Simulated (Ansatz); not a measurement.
## Electronic structure of C2H3ClGaN (SMILES [CH3][Ga]([Cl])[C]#N) in real space

```xyz
8

C    -1.2660   -0.4056    0.2270
Ga    0.6106    0.0714    0.3215
Cl    1.7645   -0.0669    2.1084
C     1.6449    0.7228   -1.1878
N     2.2189    1.1058   -2.1115
H    -1.6329   -0.7273    1.2003
H    -1.4022   -1.2110   -0.4978
H    -1.8458    0.4537   -0.1161
```

Geometry: PBE0-D4/def2-TZVP.

Computed with Ansatz 0.2.0, isolated molecule in a Gaussian basis; Kohn-Sham density functional theory, functional PBE-QIDH.

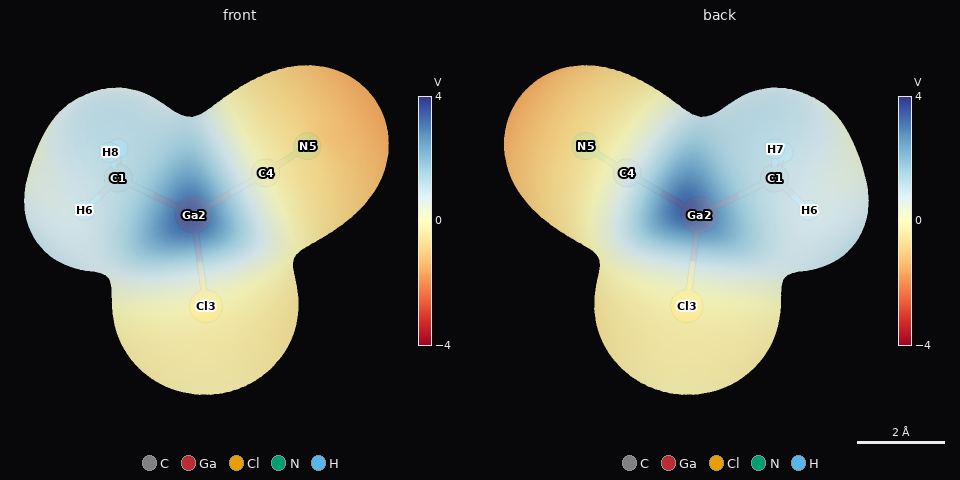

Figure 1. The electrostatic potential painted on the density surface at 0.001 e/bohr³, seen from the front and from behind; the colour scale runs from red (negative) to blue (positive).

> Where is the surface potential most negative and most positive?

The most negative region (about −1.5 V) lies over N5, the most positive (about +3.3 V) over Ga2. N5 is the likeliest acceptor of a hydrogen bond.

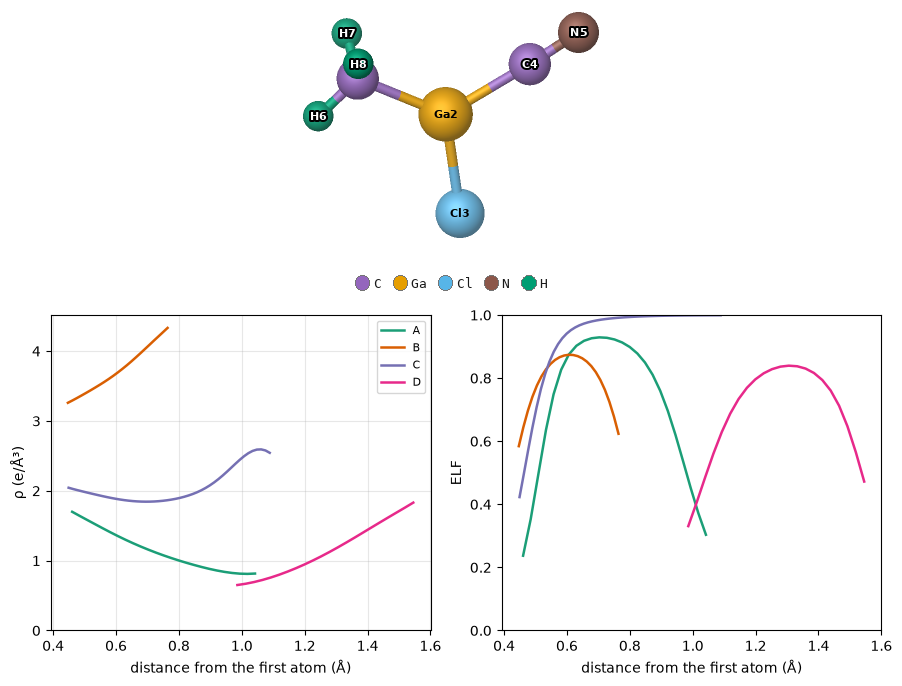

Figure 2. Electron density and electron localisation function along straight lines between neighbouring atoms. The curves leave out the atomic cores. The structure is drawn too.

> Which curve belongs to which contact (C–Ga, C–H, C–N and Ga–Cl)? The first atom named is at distance zero.

Curve A: C–Ga (1.94 Å): ρ at the midpoint is about 0.82 e/Å³; the ELF peaks at about 0.95 in the valence shell of C, 0.7 Å from its nucleus, and is about 0.55 at the midpoint. Curve B: C–N (1.15 Å): the density is about 3.6 e/Å³ at the midpoint; the ELF peaks at about 0.85 between the atoms: a multiple bond. Curve C: C–H (1.09 Å): ρ is about 1.9 e/Å³ halfway; the ELF climbs to about 1 towards the hydrogen, as it does in any bond to H (an ordinary covalent bond to hydrogen). Curve D: Ga–Cl (2.13 Å): ρ at the midpoint is about 0.72 e/Å³; the ELF peaks at about 0.85 in the valence shell of Cl, 0.8 Å from its nucleus, and is about 0.55 at the midpoint.

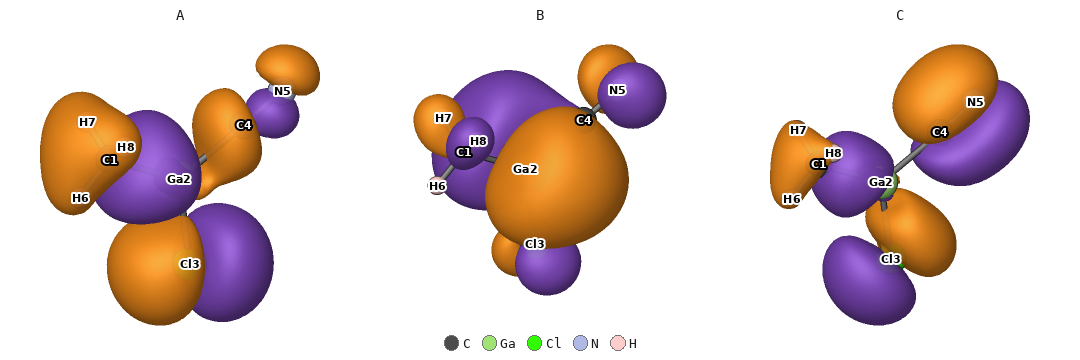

Figure 3. Three frontier orbitals at ±0.06 Å⁻³ᐟ² (orange and purple are the two phases), in no order.

> Order the three orbitals by energy and name them.

C is the HOMO−1 (−11.79 eV). By Hirshfeld shares it lies mainly on Cl3 (about 30 %), N5 (about 30 %), C4 (about 25 %) and Ga2 (about 5 %). A is the HOMO (−11.23 eV). Its weight (Hirshfeld) is mainly on Cl3 (about 50 %), C1 (about 20 %) and Ga2 (about 15 %). B is the LUMO (−0.61 eV). Its weight (Hirshfeld) is mainly on Ga2 (about 60 %), C4 (about 10 %), N5 (about 10 %) and Cl3 (about 10 %).

> What is the HOMO–LUMO gap?

10.62 eV between the orbital energies.
